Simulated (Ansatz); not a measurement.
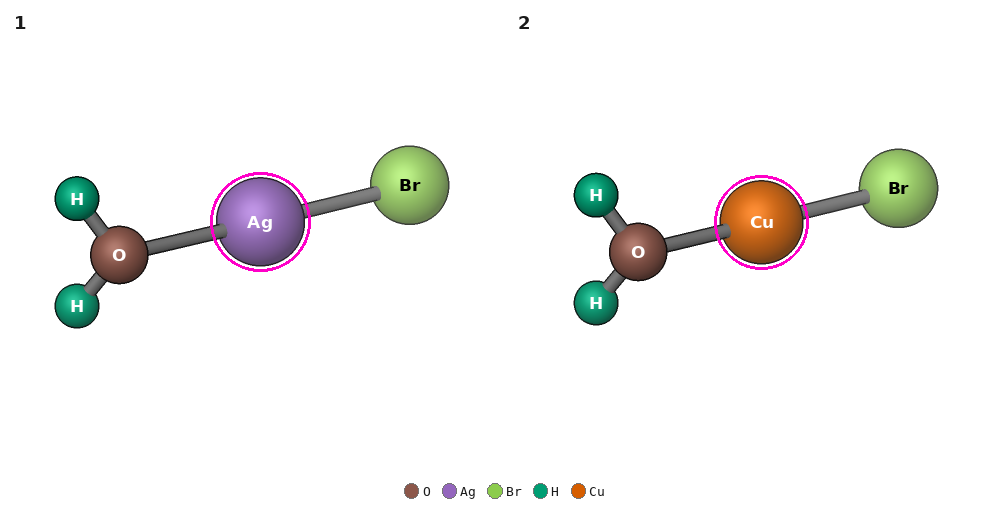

2 molecules with one skeleton, seen from the same side and at one scale; the atom that differs is circled. Each species is neutral and a spin singlet. Computed geometries: PBE0-D4/def2-TZVP optimisations, one conformation each. Properties computed with Ansatz 0.2.0. Elements past Kr carry core potentials.

One atom differs, called X below: Ag in panel 1, Cu in panel 2. Their formulas are AgBrH2O (`[OH2+][Ag-][Br]`), BrCuH2O (`[OH2+][Cu-][Br]`).

### In which is the length of X–Br larger (PBE0-D4/def2-TZVP)?

In panel 1 (X = Ag).

### In which is the dipole moment larger (B3LYP-D4/def2-TZVPP)?

In panel 1 (X = Ag).

Give the values. With PBE0-D4/def2-TZVP: length of X–Br (Å), length of X–O (Å), angle O–X–Br (°). With ωB97M-V/def2-SVP: HOMO energy (Kohn–Sham orbital) (eV), HOMO–LUMO gap (eV). With B3LYP-D4/def2-TZVPP: dipole moment (D).

```csv
quantity,1 (Ag),2 (Cu),2 − 1
length of X–Br (Å),2.393,2.204,−0.189
length of X–O (Å),2.234,1.966,−0.268
angle O–X–Br (°),178.9,179.2,+0.3
HOMO energy (Kohn–Sham orbital) (eV),−8.58,−8.27,+0.31
HOMO–LUMO gap (eV),8.63,8.67,+0.04
dipole moment (D),8.57,8.29,−0.28
```
